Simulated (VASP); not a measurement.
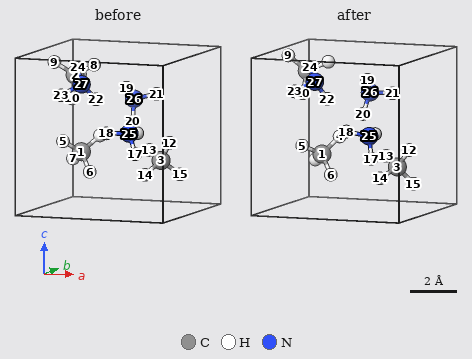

The structure of an amorphous cell of composition H₇CN before (left) and after (right) a relaxation, at one scale.

The picture is a ball-and-stick view of the cell of the calculation, seen slightly off an axis.

The run lets the atoms move in a fixed cell.

The calculation used Kohn-Sham DFT of a periodic cell, PBE with D3(BJ), VASP PAW PBE potentials, recommended (VASP 6.6.1).

Input file:
```
  PREC = Accurate
  ENCUT = 520
  EDIFF = 1E-7
  ISMEAR = -1
  SIGMA = 0.05
  LREAL = Auto
  LASPH = T
  NELM = 100
  ALGO = Normal
  ISIF = 2
  LWAVE = F
  LCHARG = F
  GGA = PE
  IVDW = 12
  IBRION = 2
  NSW = 35
  EDIFFG = -0.3
```

Command:
```bash
cat potpaw_PBE.64/C/POTCAR potpaw_PBE.64/H/POTCAR potpaw_PBE.64/N/POTCAR > POTCAR
mpirun -np 1 vasp_gam > vasp.out
```

**What changed between the two?**

The largest move is that of an H atom, 0.44 Å along [−1 0 −3]. By element the largest moves are H 0.44 Å, C 0.31 Å, N 0.29 Å. The lattice vectors keep their values. Some distances before and after: H–N 1.017 → 1.026 Å. Over 23 geometry steps the energy falls by 22.8 meV per atom. The largest force component goes from 0.34 to 0.18 eV/Å.

Limits of the set-up: the periodic images lie only 7.0 Å apart, so the values are limited by the cell's size.
